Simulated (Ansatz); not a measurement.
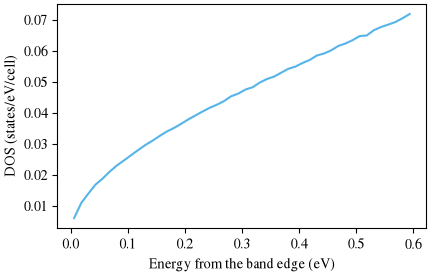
Fig. 1. Density of states of Be₂C (Fm-3m) above the conduction band minimum, PBEsol, rigid bands (Ansatz, a program for electronic structure); cell volume 20.0 Å³.

Problem. What effective density of states at 300 K does this give (∫ g(E) exp(−E/k_BT) dE, both spins, divided by the cell's size)?

Solution. 1.5e19 cm⁻³, a density-of-states mass of 0.70 mₑ, valleys and band degeneracy included.

Spin-orbit coupling is left out. Geometry: cell and atoms relaxed with PBEsol.

Formula and space group known from diffraction (Crystallography Open Database), not checked to be the room-temperature form: Be2C (Fm-3m).
